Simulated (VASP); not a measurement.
Band structure of Au₃Rh (ordered alloy cell). All values below come from PBEsol GGA, VASP's PBE PAW potentials (set 64) (plane waves; VASP).

Unless said otherwise, spin-orbit coupling is left out, though it shifts the bands of the heavy elements here.

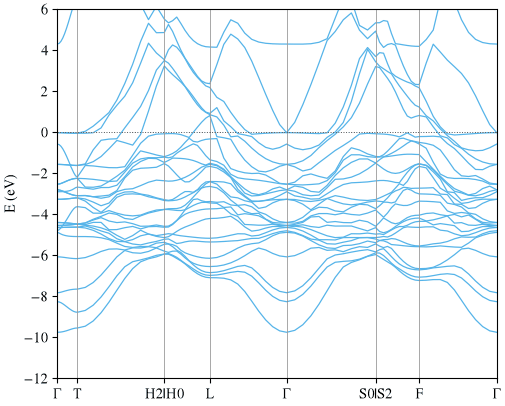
Bands along high-symmetry lines, zero at the valence-band maximum or, without a gap, the Fermi level

Q: Read the plot: is there a gap, and where are the band edges?

A: It has no gap at this level: it comes out as a metal or semimetal. (Edges off the drawn lines would not show.)

The structure was generated: Au3Rh was put into an ordered model structure (R-3m), which need not be its known phase. It was relaxed first.
